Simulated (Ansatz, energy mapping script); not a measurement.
# Spin model of ScNiO2 in a distorted infinite layer structure from collinear orders (plane buckled by 5°)

Wanted: the magnetic order of ScNiO2 in a distorted infinite layer structure, its couplings and an estimate of its ordering temperature, by PBEsol+U (5.7 eV).

Method: PBEsol with U = 5.7 eV on Ni d, ortho-atomic projectors; plane waves, U on orthogonalised atomic orbitals unless named otherwise, collinear spin, no spin–orbit coupling, in Ansatz 0.2.0.

## Step 1: The starting structure

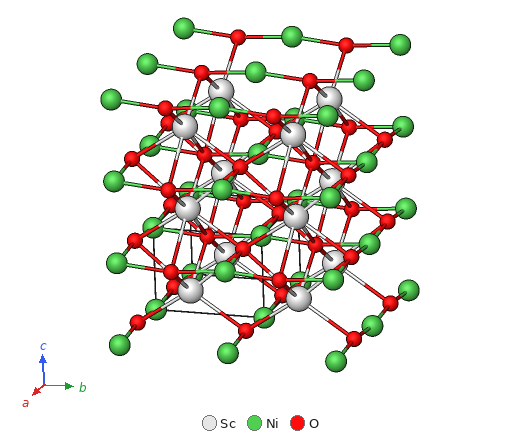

Start, viewed slightly off an axis; scandium white, nickel green, oxygen red. 2×2×3 cells are drawn. Some periodic images of atoms are drawn too.

This cell was built for the study (infinite layer prototype, lattice guessed from radii), not taken from an experiment; the compound need not form in this structure.

The parent cell was relaxed beforehand in Ansatz under PBEsol with U = 5.4 eV on Ni d, ortho-atomic projectors, from parallel moments.

This cell differs from the relaxed one by: plane buckled by 5°. The bonds from the magnetic cation to the anions keep their length, so the cell shrinks in the plane.

A Hubbard U penalises fractional filling of the shell. It raises the cost of virtual hops to the neighbours, so couplings that rest on such hops usually weaken.

## Step 2: One set of occupation matrices for all orders

A corrected shell can settle in several orbital fillings. One parallel run, with an occupation width a fifth wider than the orders use, therefore is to supply the occupation matrices. All orders start from them.

input.yaml reads:

```yaml
crystal:
  lattice:
    - [3.7538686725, 0.0, 0.0]
    - [0.0, 3.7538686725, 0.0]
    - [0.0, 0.0, 2.839072002]
  atoms:
    - { symbol: Sc, position: [0.5, 0.5, 0.5] }
    - { symbol: Ni, position: [0.0, 0.0, 0.0], spin: 2.0 }
    - { symbol: O, position: [0.5, 0.0, 0.05783949] }
    - { symbol: O, position: [0.0, 0.5, 0.94216051] }
magnetization:
  spin_polarized: true
kpoints:
  mp_grid: { grid: [10, 10, 13] }
hamiltonian:
  xc: pbesol
  hubbard:
    sites: [{ species: Ni, l: d, u_eff: 5.7 }]
    projectors: ortho-atomic
scf:
  occupations: { method: fermi_dirac, width: 0.06 }
output:
  eigenvalues: true
```

Run with:

```sh
$ ansatz run input.yaml --threads 4 --pin off --max-ram 8192MiB --backend cpu --events-out ev --progress --plain --runs-dir out
```

Numbers of over 12 decimals in the logs are rounded to 6 here.

Log:

```text
Engine: ansatz 0.2.0, aarch64-unknown-linux-gnu
Pseudopotentials: kind: paw
Pseudopotential: Sc, paw, valence charge 11, recommended cutoff 420 eV (normal), Sc.paw.azcp
Pseudopotential: Ni, paw, valence charge 18, recommended cutoff 420 eV (normal), Ni.paw.azcp
Pseudopotential: O, paw, valence charge 6, recommended cutoff 420 eV (normal), O.paw.azcp
Functional definition: PBEsol
  exchange = pbesol_x
  correlation = pbesol_c
Crystal: 4 atoms, lattice volume = 40.007 Å³
Basis set: ecut = 420 eV, 777 PW (Γ)
Bands: 26, of which v1, the nominal top of the filled ones, is band 21 counted from 1 (20 counted from 0)
Symmetry: 8 space group operations
Space group: P-4m2 (ITA 115), of the structure as read, at distance tolerance 3.4e-5 Å
Magnetic group: BNS 115.283 (UNI 943), of the structure as read, at distance tolerance 3.4e-5 Å
k-points: 147 of 1300 (time reversal used)
Non-local potential: Sc, projectors of the file, l = 0: 3, l = 1: 2, l = 2: 3, l = 3: 1
Non-local potential: Ni, projectors of the file, l = 0: 3, l = 1: 2, l = 2: 3, l = 3: 1
Non-local potential: O, projectors of the file, l = 0: 2, l = 1: 2, l = 2: 1
PAW form: soft (Blöchl's): semilocal exchange-correlation on the pseudo side does not see the compensation charge
PAW frozen core: Sc, regenerated for the run's functional, and the local potential with it (the file was generated under x = pbe(κ = 0.804, μ = 0.219515), c = pbe(β = 0.066725))
PAW frozen core: Ni, regenerated for the run's functional, and the local potential with it (the file was generated under x = pbe(κ = 0.804, μ = 0.219515), c = pbe(β = 0.066725))
PAW frozen core: O, regenerated for the run's functional, and the local potential with it (the file was generated under x = pbe(κ = 0.804, μ = 0.219515), c = pbe(β = 0.066725))
PAW one-centre angular grid: Sc, 590 points (default); XC on 64 Gauss nodes
PAW one-centre angular grid: Ni, 590 points (default); XC on 64 Gauss nodes
PAW one-centre angular grid: O, 110 points (default); XC on 64 Gauss nodes
Initial density: superposition of atomic densities (chi_scale 0.1, normalization cell, long waves kept (reshape's long-wave potential 0.00 eV rms))
Starting moments: Σ|m| = 2 μB on 1 of 4 sites
Initial wavefunctions: pseudopotential atomic-orbital guess
Functional: x = pbesol(κ = 0.804, μ = 0.123457), c = pbesol(β = 0.046)
SCF iter   1: F=—  HF=-9041.073730 eV  |F-HF|=—  |Δ(HF+E_count)|=         —  Δρ=2.51e-1 (↑5.28e-2 ↓2.51e-1)  dr2=2.44e1  dr2_m=4.68e0  M=0.461 μB ∫|m|=0.530 μB  β_m=0.30  ethr=3.10e-3  ⟨swp⟩=4.5  Hψ=26305  notcnv=0
preconditioner: auto → Kerker (q_TF=auto, 2.739 Å⁻¹)  [metal: Δε(μ)=0.009 eV  Ē_g=14.207 eV  σ=0.060 eV  W_gap=0.04  n_scr=10 (ndim 8)  ℏωp=32.7 eV  f_vac=0.000  D(μ)=0.86/eV (n_scr^D=4)]
[...]
SCF iter   8: F=—  HF=-9039.045720 eV  |F-HF|=—  |Δ(HF+E_count)|=   8.54e-2  Δρ=5.76e-3 (↑3.23e-3 ↓5.76e-3)  dr2=1.77e-2  dr2_m=1.07e-3  M=0.784 μB ∫|m|=0.865 μB  β_m=0.63  ethr=2.29e-5  ⟨swp⟩=2.7  Hψ=15369  notcnv=0  defer=169
SCF iter   9: F=—  HF=-9039.043891 eV  |F-HF|=—  |Δ(HF+E_count)|=   1.83e-3  Δρ=2.33e-3 (↑2.33e-3 ↓1.25e-3)  dr2=1.09e-3  dr2_m=8.13e-4  M=0.775 μB ∫|m|=0.862 μB  β_m=0.69  ethr=2.29e-5  ⟨swp⟩=2.1  Hψ=15676  notcnv=0  defer=196
[...]
SCF 1 converged in 16 iterations: F = -9039.043839 eV  dr2 = 1.58e-9
[...]
Symmetry: 1 space group operations
k-points: 652 of 1300 (time reversal used)
[...]
spin=Collinear: Kerker preconditioning applied to the charge; magnetization (m = ρ↑ − ρ↓) channel mixes plain (no charge-response kernel on spin).
[...]
SCF 2 converged in 13 iterations: F = -9039.043839 eV  dr2 = 5.57e-9
an SCF from ferromagnetic starting moments (0.00, 2.00, 0.00, 0.00 Bohr magnetons, atom by atom) closed no lower than the state that the run had reached (+0.00 meV in free energy), which stands; the SCF set out from the atoms and, under a Hubbard term, can stand on another filling of the shells than the run's state, so that by this SCF it is not known whether that order lies lower
SCF converged after 16 iterations
Magnetization: 0.7817 μB (20.8908 up, 20.1092 down)
Absolute magnetization: 0.8564 μB (∫|ρ↑−ρ↓|, with the PAW one-centre terms)
Spin contamination: 0.0452 ħ² per cell (⟨S²⟩ above its minimum at these occupations)
Per-site moments (μB) at R_I (Å): [(0.00190804, 0.931440), (0.746714, 0.777193), (-0.000281026, 0.777193), (-0.000281026, 0.777193)]
Free energy (F): -9039.043839 eV
Harris-Foulkes:  -9039.043839 eV  (|F-HF|=9.28e-11)
Internal energy: -9039.033115 eV  (E = F + TS)
E sigma→0 (E₀):  -9039.038477 eV
Entropy (-TS):   -0.010725 eV (-2.681 meV/atom)
Fermi energy:    14.527613 eV
--- Per-component energies (eV) ---
  E_band       = -428.244665
  E_kinetic    = 897.485337
  E_local      = -5345.482739  (includes V_loc(G=0)·N_el)
  E_nonlocal   = 826.945166
  E_hartree    = 2181.737005
  E_xc         = -334.830126
  E_vxc        = -426.733621  (∫ρ·V_xc dr)
  E_hubbard    = 1.548153  (on-site DFT+U / exact-exchange correction)
  E_vhub       = -21.887399  (the Hubbard potential's part of the band-sum identity)
  E_paw        = -2838.223569  (= ΣΔE_a)
  E_vpaw       = -722.053123  (= ΣTr[D̂ρ^β])
  E_aug_tail   = 0.005190  (compensation charges beyond the density's cutoff)
  E_ewald      = -4428.614422
  E_core_change = 0.396890  (= ΣΔE_core)
  E_smearing   = -0.010725  (= −TS)
  E_closure    = 0.000000  (closes the sum)
  Σ components = -9039.043839   (vs F -9039.043839, Δ=0.00e0)
--- Band table (eV; the first three rows and the last of 294) ---
  k-point 0 ↑: bands = [... 17 lower, 11.6444, 11.6444, 11.7255, 11.7702, 13.7117, 16.3349, 16.6338, 16.7587, ... 1 higher]
  k-point 1 ↑: bands = [... 17 lower, 11.5896, 11.6269, 11.6269, 11.7452, 13.8906, 16.3398, 16.7949, 16.9549, ... 1 higher]
  k-point 2 ↑: bands = [... 17 lower, 11.4160, 11.5792, 11.5792, 11.7214, 14.4304, 16.3538, 17.2100, 17.4210, ... 1 higher]
  k-point 146 ↓: bands = [... 17 lower, 12.8948, 12.8948, 13.4204, 14.2614, 16.1012, 16.1012, 16.8052, 17.6350, ... 1 higher]
Occupation matrices written to <dir>
```

The job ended after 92 s (4 threads of Arm Neoverse V1, shared host; peak memory 1.6 GiB; 5.8 min of CPU time).

This step gave:

| Item | Value |
| --- | --- |
| final state | ferromagnetic |
| electrons in the corrected shells | 8.766 e |
| largest moment | 0.747 μB |

## Step 3: Parallel start in cell A (8 atoms)

The parallel order is the zero of energy for this cell and mesh.

input.yaml reads:

```yaml
crystal:
  lattice:
    - [3.7538686725, 0.0, 0.0]
    - [0.0, 3.7538686725, 0.0]
    - [0.0, 0.0, 5.678144004]
  atoms:
    - { symbol: Sc, position: [0.5, 0.5, 0.25] }
    - { symbol: Sc, position: [0.5, 0.5, 0.75] }
    - { symbol: Ni, position: [0.0, 0.0, 0.0], spin: 2.0 }
    - { symbol: Ni, position: [0.0, 0.0, 0.5], spin: 2.0 }
    - { symbol: O, position: [0.5, 0.0, 0.028919745] }
    - { symbol: O, position: [0.5, 0.0, 0.528919745] }
    - { symbol: O, position: [0.0, 0.5, 0.471080255] }
    - { symbol: O, position: [0.0, 0.5, 0.971080255] }
magnetization:
  spin_polarized: true
kpoints:
  mp_grid: { grid: [10, 10, 7] }
hamiltonian:
  xc: pbesol
  hubbard:
    sites:
      - { species: Ni, l: d, u_eff: 5.7 }
      - { site: 2, l: d, u_eff: 5.7, starting_ns: [{ spin: up, occupation_matrix: ni2_major }, { spin: down, occupation_matrix: ni2_minor }] }
      - { site: 3, l: d, u_eff: 5.7, starting_ns: [{ spin: up, occupation_matrix: ni2_major }, { spin: down, occupation_matrix: ni2_minor }] }
    projectors: ortho-atomic
    occupation_matrices:
      ni2_major:
        matrix:
          - [0.929, 0.0, 0.0, 0.0, 0.0]
          - [0.0, 0.978, 0.0, 0.0, 0.0]
          - [0.0, 0.0, 0.978, 0.0, 0.0]
          - [0.0, 0.0, 0.0, 0.89, 0.0]
          - [0.0, 0.0, 0.0, 0.0, 0.983]
      ni2_minor:
        matrix:
          - [0.902, 0.0, 0.0, 0.0, 0.0]
          - [0.0, 0.97, 0.0, 0.0, 0.0]
          - [0.0, 0.0, 0.97, 0.0, 0.0]
          - [0.0, 0.0, 0.0, 0.187, 0.0]
          - [0.0, 0.0, 0.0, 0.0, 0.978]
scf:
  occupations: { method: fermi_dirac, width: 0.05 }
output:
  eigenvalues: true
```

Log:

```text
[...]
Crystal: 8 atoms, lattice volume = 80.014 Å³
Basis set: ecut = 420 eV, 1547 PW (Γ)
Bands: 52, of which v1, the nominal top of the filled ones, is band 41 counted from 1 (40 counted from 0)
Symmetry: 16 space group operations
[...]
k-points: 84 of 700 (time reversal used)
[...]
Starting moments: Σ|m| = 4 μB on 2 of 8 sites
[...]
SCF iter   1: F=—  HF=-18084.394555 eV  |F-HF|=—  |Δ(HF+E_count)|=         —  Δρ=2.19e-1 (↑4.83e-2 ↓2.19e-1)  dr2=3.79e1  dr2_m=6.65e0  M=1.551 μB ∫|m|=1.572 μB  β_m=0.30  ethr=3.10e-3  ⟨swp⟩=5.9  Hψ=27342  notcnv=0
[...]
SCF iter  15: F=-18078.085611 eV  HF=-18078.085611 eV  |F-HF|=7.28e-11  |Δ(HF+E_count)|=   1.58e-8  Δρ=1.06e-6 (↑1.06e-6 ↓9.60e-7)  dr2=6.53e-10  dr2_m=6.11e-10  M=1.572 μB ∫|m|=1.718 μB  ethr=1.22e-10  ⟨swp⟩=8.0  Hψ=22602  notcnv=0
SCF 1 converged in 15 iterations: F = -18078.085611 eV  dr2 = 6.53e-10
[...]
SCF converged after 15 iterations
Magnetization: 1.5722 μB (41.7861 up, 40.2139 down)
Absolute magnetization: 1.7174 μB (∫|ρ↑−ρ↓|, with the PAW one-centre terms)
[...]
Per-site moments (μB) at R_I (Å): [(0.00258499, 0.931440), (0.00258499, 0.931440), (0.749074, 0.777193), (0.749074, 0.777193), (-7.35988004604939e-5, 0.777193), (-7.35988004604557e-5, 0.777193), (-7.35988004616457e-5, 0.777193), (-7.359880046166506e-5, 0.777193)]
Free energy (F): -18078.085611 eV
[...]
Internal energy: -18078.071413 eV  (E = F + TS)
E sigma→0 (E₀):  -18078.078512 eV
Entropy (-TS):   -0.014198 eV (-1.775 meV/atom)
Fermi energy:    14.525381 eV
[...]
--- Specified on-site occupations, and those of the state reported ---
  electrons in the specified blocks: 17.5300 specified, 17.5322 found
  site 3 (l=d) ↑: largest change of an orbital's occupation 0.0009; electrons 4.7580 specified, 4.7585 found; spectral distance 0.0010
[...]
site 2 (l=d) ↓: largest change of an orbital's occupation 0.0008; electrons 4.0070 specified, 4.0076 found; spectral distance 0.0010
[...]
--- Band table (eV; the first three rows and the last of 168) ---
  k-point 0 ↑: bands = [... 37 lower, 11.6435, 11.6435, 11.7247, 11.7678, 12.4759, 13.7114, 16.3331, 16.4267, ... 7 higher]
  k-point 1 ↑: bands = [... 37 lower, 11.6043, 11.6284, 11.6284, 11.7456, 12.4044, 13.8654, 16.3374, 16.4217, ... 7 higher]
  k-point 2 ↑: bands = [... 37 lower, 11.4570, 11.5866, 11.5866, 11.7172, 12.2125, 14.3321, 16.3495, 16.4078, ... 7 higher]
  k-point 83 ↓: bands = [... 37 lower, 12.9938, 13.0577, 13.0577, 16.0207, 16.0306, 16.5144, 16.5574, 16.7432, ... 7 higher]
Occupation matrices written to <dir>
```

It took 33 s on 4 threads; peak memory 0.86 GiB.

Spin moment in the sphere by atom:

| atom | spin moment in the sphere (μB) |
| --- | --- |
| Sc1 | 0.003 |
| Sc2 | 0.003 |
| Ni3 | 0.749 |
| Ni4 | 0.749 |
| O5 | 0.000 |
| O6 | 0.000 |
| O7 | 0.000 |
| O8 | 0.000 |

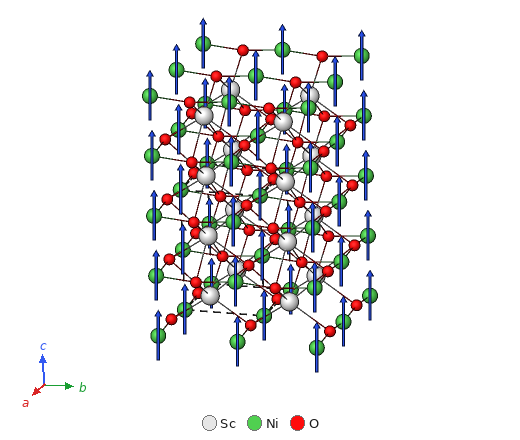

Spin moment in the sphere as arrows, the longest 0.749 μB. Up and down stand for the sign. Arrows give size and sign along the axis of quantisation, drawn up and down the page. 2×2×2 cells are drawn. Some periodic images of atoms are drawn too.

The run ends ferromagnetic.

## Step 4: Run 2 (compensated +−; cell A, 8 atoms)

This order reverses 2 of the 2 neighbours at 2.84 Å, 0 of the 4 neighbours at 3.75 Å and 8 of the 8 neighbours at 4.71 Å, counted for an average magnetic atom.

input.yaml, as its differences from that of step 3:

```diff
@@ -9,3 +9,3 @@
     - { symbol: Ni, position: [0.0, 0.0, 0.0], spin: 2.0 }
-    - { symbol: Ni, position: [0.0, 0.0, 0.5], spin: 2.0 }
+    - { symbol: Ni, position: [0.0, 0.0, 0.5], spin: -2.0 }
     - { symbol: O, position: [0.5, 0.0, 0.028919745] }
@@ -24,3 +24,3 @@
       - { site: 2, l: d, u_eff: 5.7, starting_ns: [{ spin: up, occupation_matrix: ni2_major }, { spin: down, occupation_matrix: ni2_minor }] }
-      - { site: 3, l: d, u_eff: 5.7, starting_ns: [{ spin: up, occupation_matrix: ni2_major }, { spin: down, occupation_matrix: ni2_minor }] }
+      - { site: 3, l: d, u_eff: 5.7, starting_ns: [{ spin: up, occupation_matrix: ni2_minor }, { spin: down, occupation_matrix: ni2_major }] }
     projectors: ortho-atomic
```

Log:

```text
[...]
Crystal: 8 atoms, lattice volume = 80.014 Å³
Basis set: ecut = 420 eV, 1547 PW (Γ)
Bands: 52, of which v1, the nominal top of the filled ones, is band 41 counted from 1 (40 counted from 0)
Symmetry: 8 space group operations
[...]
k-points: 84 of 700 (time reversal used)
[...]
Starting moments: Σ|m| = 4 μB on 2 of 8 sites
Starting magnetic order: antiferromagnet; a translation exchanges its spin sublattices: spin-degenerate at every k-point
[...]
SCF iter   1: F=—  HF=-18084.406338 eV  |F-HF|=—  |Δ(HF+E_count)|=         —  Δρ=1.58e-1 (↑1.58e-1 ↓1.58e-1)  dr2=3.77e1  dr2_m=6.58e0  M=0.000 μB ∫|m|=1.570 μB  β_m=0.30  ethr=3.10e-3  ⟨swp⟩=5.2  Hψ=13233  notcnv=0  defer=7
[...]
SCF iter  15: F=-18078.083744 eV  HF=-18078.083744 eV  |F-HF|=2.58e-10  |Δ(HF+E_count)|=   1.66e-8  Δρ=7.32e-7 (↑7.32e-7 ↓7.32e-7)  dr2=6.40e-10  dr2_m=2.73e-10  M=0.000 μB ∫|m|=1.705 μB  ethr=1.22e-10  ⟨swp⟩=8.5  Hψ=11170  notcnv=0
SCF 1 converged in 15 iterations: F = -18078.083744 eV  dr2 = 6.40e-10
[...]
SCF converged after 15 iterations
Magnetization: 0.0000 μB (41.0000 up, 41.0000 down)
Absolute magnetization: 1.7033 μB (∫|ρ↑−ρ↓|, with the PAW one-centre terms)
[...]
Per-site moments (μB) at R_I (Å): [(8.138133738541707e-19, 0.931440), (-5.414327243078094e-19, 0.931440), (0.748693, 0.777193), (-0.748693, 0.777193), (0.00222926, 0.777193), (-0.00222926, 0.777193), (-0.00222926, 0.777193), (0.00222926, 0.777193)]
Free energy (F): -18078.083744 eV
[...]
Internal energy: -18078.069001 eV  (E = F + TS)
E sigma→0 (E₀):  -18078.076372 eV
Entropy (-TS):   -0.014744 eV (-1.843 meV/atom)
Fermi energy:    14.524692 eV
[...]
--- Specified on-site occupations, and those of the state reported ---
  electrons in the specified blocks: 17.5300 specified, 17.5324 found
[...]
--- Band table (eV; the first three rows and the last of 168) ---
  k-point 0 ↑: bands = [... 37 lower, 11.7760, 11.9401, 11.9401, 12.9254, 13.7494, 16.3574, 16.4278, 16.5077, ... 7 higher]
  k-point 1 ↑: bands = [... 37 lower, 11.7182, 11.9272, 11.9272, 12.8610, 13.8967, 16.3602, 16.4245, 16.6375, ... 7 higher]
  k-point 2 ↑: bands = [... 37 lower, 11.7125, 11.8959, 11.8959, 12.6883, 14.3530, 16.3678, 16.4156, 16.8591, ... 7 higher]
  k-point 83 ↓: bands = [... 37 lower, 12.5922, 13.0307, 13.0307, 15.4978, 16.0188, 16.1883, 16.5071, 16.7405, ... 7 higher]
Occupation matrices written to <dir>
```

Elapsed: 18 s, on 4 threads; peak memory 0.8 GiB; 69 s of CPU time.

Spin moment in the sphere by atom:

| atom | spin moment in the sphere (μB) |
| --- | --- |
| Sc1 | 0.000 |
| Sc2 | 0.000 |
| Ni3 | 0.749 |
| Ni4 | -0.749 |
| O5 | 0.002 |
| O6 | -0.002 |
| O7 | -0.002 |
| O8 | 0.002 |

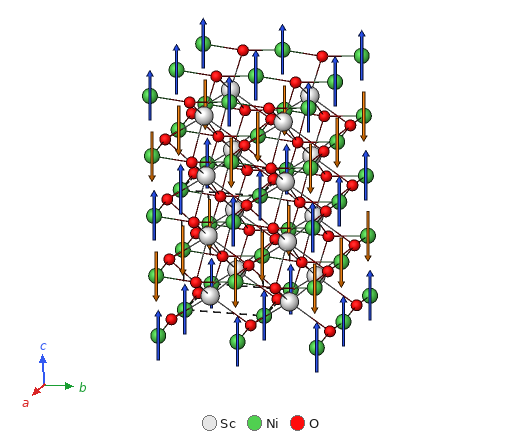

Spin moment in the sphere as arrows, the longest 0.749 μB. Up and down stand for the sign. Arrows give size and sign along the axis of quantisation, drawn up and down the page. The two directions have two colours. 2×2×2 cells are drawn. Some periodic images of atoms are drawn too.

The run ends antiferromagnetic, 1.07 meV a magnetic atom above the parallel order of its cell (energies taken at zero occupation width, not the printed F).

## Step 5: Order 3: parallel, cell B of 8 atoms

A new cell needs its own zero of energy.

This run holds the same structure in another cell (a 3.754 → 2.839 Å, c 5.678 → 7.508 Å).

input.yaml reads:

```yaml
crystal:
  lattice:
    - [0.0, 0.0, 2.839072002]
    - [3.7538686725, 0.0, 0.0]
    - [0.0, 7.507737345, 0.0]
  atoms:
    - { symbol: Sc, position: [0.5, 0.5, 0.25] }
    - { symbol: Sc, position: [0.5, 0.5, 0.75] }
    - { symbol: Ni, position: [0.0, 0.0, 0.0], spin: 2.0 }
    - { symbol: Ni, position: [0.0, 0.0, 0.5], spin: 2.0 }
    - { symbol: O, position: [0.05783949, 0.5, 0.0] }
    - { symbol: O, position: [0.05783949, 0.5, 0.5] }
    - { symbol: O, position: [0.94216051, 0.0, 0.25] }
    - { symbol: O, position: [0.94216051, 0.0, 0.75] }
magnetization:
  spin_polarized: true
kpoints:
  mp_grid: { grid: [13, 10, 5] }
hamiltonian:
  xc: pbesol
  hubbard:
    sites:
      - { species: Ni, l: d, u_eff: 5.7 }
      - { site: 2, l: d, u_eff: 5.7, starting_ns: [{ spin: up, occupation_matrix: ni2_major }, { spin: down, occupation_matrix: ni2_minor }] }
      - { site: 3, l: d, u_eff: 5.7, starting_ns: [{ spin: up, occupation_matrix: ni2_major }, { spin: down, occupation_matrix: ni2_minor }] }
    projectors: ortho-atomic
    occupation_matrices:
      ni2_major:
        matrix:
          - [0.929, 0.0, 0.0, 0.0, 0.0]
          - [0.0, 0.978, 0.0, 0.0, 0.0]
          - [0.0, 0.0, 0.978, 0.0, 0.0]
          - [0.0, 0.0, 0.0, 0.89, 0.0]
          - [0.0, 0.0, 0.0, 0.0, 0.983]
      ni2_minor:
        matrix:
          - [0.902, 0.0, 0.0, 0.0, 0.0]
          - [0.0, 0.97, 0.0, 0.0, 0.0]
          - [0.0, 0.0, 0.97, 0.0, 0.0]
          - [0.0, 0.0, 0.0, 0.187, 0.0]
          - [0.0, 0.0, 0.0, 0.0, 0.978]
scf:
  occupations: { method: fermi_dirac, width: 0.05 }
output:
  eigenvalues: true
```

Log:

```text
[...]
Crystal: 8 atoms, lattice volume = 80.014 Å³
Basis set: ecut = 420 eV, 1577 PW (Γ)
Bands: 52, of which v1, the nominal top of the filled ones, is band 41 counted from 1 (40 counted from 0)
Symmetry: 8 space group operations
[...]
k-points: 126 of 650 (time reversal used)
[...]
Starting moments: Σ|m| = 4 μB on 2 of 8 sites
[...]
k-point 1 ↑: bands = [... 37 lower, 11.8505, 12.1687, 12.2243, 12.7385, 12.9725, 13.7872, 14.4137, 16.3556, ... 7 higher]
  k-point 2 ↑: bands = [... 37 lower, 11.9924, 12.1486, 12.4764, 12.6201, 12.8704, 13.9813, 14.2180, 16.4130, ... 7 higher]
  k-point 125 ↓: bands = [... 37 lower, 12.7803, 13.6615, 13.7188, 14.8638, 15.4861, 16.2505, 16.3863, 16.8835, ... 7 higher]
Occupation matrices written to <dir>
[key lines of the parts left out:]
SCF converged after 15 iterations
Magnetization: 1.5663 μB (41.7831 up, 40.2169 down)
Free energy (F): -18078.084408 eV
Fermi energy:    14.526426 eV
```

It took 48 s on 4 threads; peak memory 1.1 GiB; 3.1 min of CPU time.

The run ends ferromagnetic. For each magnetic atom its energy differs from the parallel run of the first cell by 0.75 meV, an error that one common reference would have brought in.

[end of part 1 of 2]

[Logs and program files are shortened in this print: banners, set-up blocks, solver, clock and traceback lines can be left out without a mark of their own.]

[Logs are printed without paths, hosts, clocks, repeated set-up lines and the standing remarks that a program may print on its own settings, such as how far it seeks lower states.]

[Hosts, paths, dates, database ids (printed as entryN), source tags and the programs' standing remarks are cut or masked in the printed files.]

[Where a cell is said to come from a database of computed structures, the database is the Materials Project.]
